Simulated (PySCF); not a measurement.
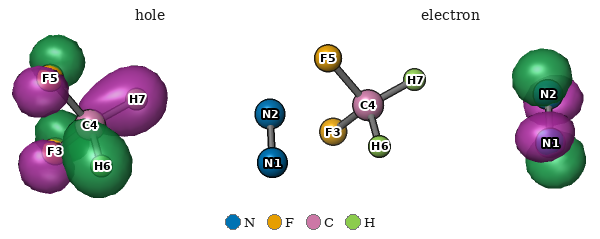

Figure 1: CH2F2N2, SMILES `N#N.FCF`. Leading natural transition orbital pair of S₂ (TDA singlet states); the surfaces enclose about 70 % of each orbital's density.

Computed with PySCF, PBE0/def2-SVP, geometry: an unrelaxed start of a pair search. Without diffuse functions Rydberg states are missing, so the states' numbers hold for this basis only.

Input

```python
import numpy as np
from pyscf import gto, scf, dft, tdscf
from pyscf.scf import atom_ks, atom_hf
from scipy.linalg import block_diag

def solve(mol, dm0=None, hcore=None):
    mf = (dft.UKS if mol.spin else dft.RKS)(mol, xc='pbe0')
    mf.grids.level = 3
    mf = mf.density_fit(auxbasis='def2-universal-jkfit')
    mf.conv_tol, mf.max_cycle = 1e-8, 80
    if hcore is not None:
        mf.get_hcore = lambda *args: hcore
    mf.kernel(dm0)
    if not mf.converged:
        mf = mf.newton().run(mf.mo_coeff, mf.mo_occ, max_cycle=30)
    assert mf.converged, 'SCF not converged'
    return mf

mol = gto.M(atom='''
N     -2.81256     0.15470     0.48573
N     -2.54002    -0.12526    -0.54041
F      1.80471     1.05329    -0.08395
C      0.94863     0.03168     0.08515
F      1.64791    -1.11493     0.03171
H      0.48518     0.11838     1.07838
H      0.21756     0.04023    -0.73636
''', basis='def2-svp', charge=0, spin=0, verbose=4)
mf = solve(mol)
td = mf.TDA()
td.nstates, td.singlet, td.conv_tol = 5, True, 1e-5
td.kernel()
td.analyze()
x, y = np.array([p[0] for p in td.xy]), np.array([p[1] + 0 * p[0] for p in td.xy])
f, mu = td.oscillator_strength(), td.transition_dipole()
nto = [td.get_nto(state=i + 1, verbose=4) for i in range(len(td.e))]
# spherically averaged free atoms, for the promolecule
atm = atom_ks.get_atm_nrks(mol, xc='pbe0')
pro = block_diag(*[(atm[a[0]][2] * atm[a[0]][3]) @ atm[a[0]][2].T for a in mol._atom])
np.savez('result.npz', e=td.e, f=f, ok=td.converged, w=[n[0] for n in nto], nto=[n[1] for n in nto], x=x, y=y, c=mf.mo_coeff, occ=mf.mo_occ, eps=mf.mo_energy, pro=pro, mu=mu)
```

Run with:

```sh
OMP_NUM_THREADS=1 python input.py
```

The run took 70 s on 1 thread of Arm Neoverse V1, with other jobs on the host, peak memory 0.46 GiB.

> What kind of excitation is it, and where does it lie?

7.96 eV (156 nm), f = 0.000 (very weak), charge transfer, whose energy this functional puts too low; the leading pair carries 100 %; hole on F3 and F5 (25 % each), C4 (23 %) and H6 and H7 (13 % each), electron on N1 and N2 (50 % each); their centroids lie 3.8 Å apart. In canonical orbitals it is mainly HOMO → LUMO+1 (100 %). The HOMO–LUMO gap is 8.79 eV.
